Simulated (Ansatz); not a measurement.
# SiH3O2 (SMILES O[SiH]O) at UHF/def2-TZVP

What is the energy change on altering one bond length of SiH3O2 at UHF/def2-TZVP? 

Program for the calculation: Ansatz 0.2.0.

24 further runs of the same task are left out: 24 set aside as unsound or not needed. Runs told in other sessions of the task aren't counted.

### Step 1. Starting point

The species is SiH3O2 (6 atoms), meant as a doublet with charge 0. SMILES: `O[SiH]O`. The coordinates come from a PBE0-D4/def2-TZVP relaxation. This is one conformer, not always the lowest.

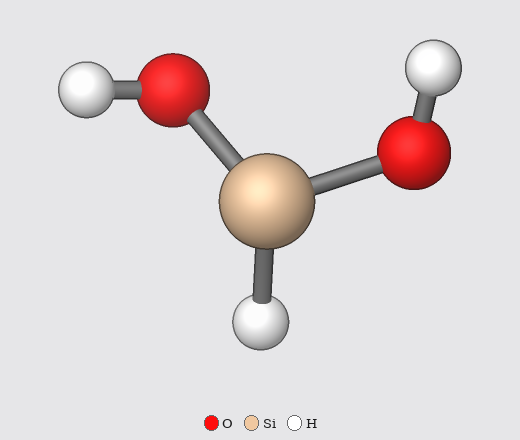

The structure, seen from a chosen angle (oxygen red, silicon light orange, hydrogen white).

### Step 2. The energy at UHF/def2-TZVP

input.yaml

```yaml
crystal:
  periodic: [false, false, false]
  atoms:
    - {symbol: O, position_ang: [-1.186200, -0.443400, -0.202500]}
    - {symbol: Si, position_ang: [0.358900, 0.083300, -0.457100]}
    - {symbol: O, position_ang: [1.071000, 0.255000, 1.010900]}
    - {symbol: H, position_ang: [-1.625300, -0.879000, -0.934700]}
    - {symbol: H, position_ang: [0.393800, 1.459300, -1.043800]}
    - {symbol: H, position_ang: [0.987700, -0.475200, 1.627200]}
basis:
  gaussian: {orbitals: def2-TZVP}
magnetization: {spin_polarized: true, initial_magnetization: 1}
hamiltonian: {xc: hf}
accuracy: high
output: {orbitals: {seedname: orbitals}}
```

On the command line:

```
$ ansatz run input.yaml --threads 1 --pin off --max-ram 2610MiB --events-out events.jsonl --progress --plain --runs-dir runs
```

Standard output:

```text
Warning: RAYON_NUM_THREADS=1 ignored (pool sized by the plan → 1); use --threads N
Functional definition: HF
  name "HF"
  exchange = exact_x
  correlation = 0
2060 factors; integrals over basis functions are off by at most 3.5e-9 eV
mean field evaluation 1: about -11983.3793 eV, gradient 3.3e1 eV
mean field evaluation 2: about -11983.3930 eV, gradient 3.4e1 eV
mean field evaluation 4: about -11987.6274 eV, gradient 2.5e0 eV
mean field evaluation 8: about -11987.7209 eV, gradient 1.8e-1 eV
mean field evaluation 16: about -11987.7215 eV, gradient 1.7e-8 eV
mean field -11987.72145561 eV, -440.5406379241 hartree, gradient 1.7e-8 eV, S^2 0.754810; 0 other end points of the search recorded, 0 dependent functions left out
reference -11987.72145561 eV, -440.5406379241 hartree; 17, 16 occupied and 100, 101 virtual orbitals, 2060 factors
Total energy: -11987.72145561 eV, -440.5406379241 hartree
```

Wall time 6 s (1 thread of Arm Neoverse V1, shared host); peak memory 0.36 GiB.

### Step 3. The distorted shape, same level

job.yaml

```yaml
crystal:
  periodic: [false, false, false]
  atoms:
    - symbol: O
      position_ang: [-1.293016, -0.469155, -0.422702]
    - symbol: Si
      position_ang: [0.252084, 0.057545, -0.677302]
    - symbol: O
      position_ang: [1.071000, 0.255000, 1.010900]
    - symbol: H
      position_ang: [-1.732116, -0.904755, -1.154902]
    - symbol: H
      position_ang: [0.286984, 1.433545, -1.264002]
    - symbol: H
      position_ang: [0.987700, -0.475200, 1.627200]
basis:
  gaussian:
    orbitals: def2-TZVP
magnetization:
  spin_polarized: true
  initial_magnetization: 1
hamiltonian:
  xc: hf
accuracy: high
output: {orbitals: {seedname: orbitals}}
```

On the command line:

```
$ ansatz run job.yaml --threads 1 --pin off --max-ram 2610MiB --events-out events.jsonl --progress --plain --runs-dir runs
```

Standard output:

```text
Warning: RAYON_NUM_THREADS=1 ignored (pool sized by the plan → 1); use --threads N
[... 4 set-up lines as earlier in the session ...]
2044 factors; integrals over basis functions are off by at most 3.8e-9 eV
mean field evaluation 1: about -11982.0550 eV, gradient 3.5e1 eV
mean field evaluation 2: about -11982.0653 eV, gradient 3.5e1 eV
mean field evaluation 4: about -11986.8066 eV, gradient 2.7e0 eV
mean field evaluation 8: about -11986.9231 eV, gradient 2.5e-1 eV
mean field evaluation 16: about -11986.9246 eV, gradient 2.7e-8 eV
mean field -11986.92463431 eV, -440.5113552817 hartree, gradient 2.7e-8 eV, S^2 0.755893; 0 other end points of the search recorded, 0 dependent functions left out
reference -11986.92463431 eV, -440.5113552817 hartree; 17, 16 occupied and 100, 101 virtual orbitals, 2044 factors
Total energy: -11986.92463431 eV, -440.5113552817 hartree
```

Wall time 6 s (1 thread of Arm Neoverse V1, shared host); peak memory 0.36 GiB.

### Step 4. Results

Level: UHF/def2-TZVP.

| quantity | value |
| --- | --- |
| first shape: total energy | -440.54064 Eh |
| first shape: HOMO energy (highest over α and β) | -9.00 eV |
| first shape: LUMO energy (lowest over α and β) | 1.85 eV |
| first shape: ⟨S²⟩ | 0.755 |
| distorted shape: total energy | -440.51136 Eh |
| distorted shape: HOMO energy (highest over α and β) | -9.55 eV |
| distorted shape: LUMO energy (lowest over α and β) | 1.35 eV |
| distorted shape: ⟨S²⟩ | 0.756 |
| energy change with the Si2–O3 bond stretched from 1.641 to 1.887 Å | 0.797 eV |

With the Si2–O3 bond stretched from 1.641 to 1.887 Å the energy rises by 0.80 eV (18.4 kcal/mol). The first shape isn't relaxed at this level, so the change isn't measured from a minimum.
